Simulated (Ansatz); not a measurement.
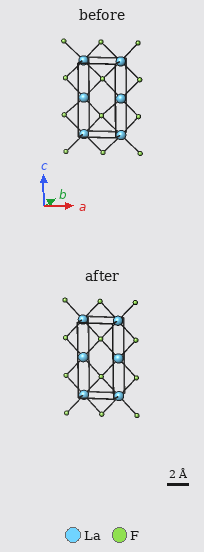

The structure of crystalline LaF (a generated structure, set up in P1) (coarse preliminary run) before (top) and after (bottom) a relaxation, at one scale.

The picture is a ball-and-stick view of the cell of the calculation, seen slightly off an axis.

Level of theory: DFT PBE, scalar-relativistic, plane waves, PAW in Ansatz. Set-up: plane-wave cutoff 420 eV; k-point mesh 6 × 6 × 4; occupations gaussian; smearing width 0.2 eV; no spin polarisation; cell and atoms relaxed; force threshold 0.025 eV/Å; at most 60 steps.

Summarise the run.

Over 7 accepted moves (9 points after the start) the energy falls by 31.5 meV per atom. The largest force component goes from 0.44 to 0.00032 eV/Å. The pressure goes from −2.45 to 0.02 GPa. At 2 points the geometry stayed and the basis and grid were re-selected for the new cell (energy shift of 1.4 meV per atom at most each time). The largest move relative to the cell is that of a La atom, 0.099 Å roughly along [−2 3 1]. Largest moves by element: La 0.099 Å, F 0.094 Å. Cell: a 3.736 → 3.521 Å (−5.8 %), b 3.754 → 3.667 Å (−2.3 %), c 7.194 → 7.331 Å (+1.9 %), α 91.3° → 90.0°, β 88.7° → 90.0°, γ 91.2° → 90.0°. Volume −6.1 %. Some distances before and after: La–La 3.736 → 3.521 Å, F–La 2.688 → 2.541 Å, F–La 2.417 → 2.541 Å, F–La 2.645 → 2.541 Å. Among the angles between lasting bonds that change: La–F–La 83.7° → 92.3°, F–La–F 85.0° → 92.3°, F–La–F 173.2° → 180.0°. The space group (tolerance 0.01 Å) goes from P1 (No. 1) to Pmmm (No. 47). Cost: 100 s on 1 thread of Intel(R) Xeon(R) 6975P-C (Granite Rapids), with other jobs on the host, peak memory 0.49 GiB.
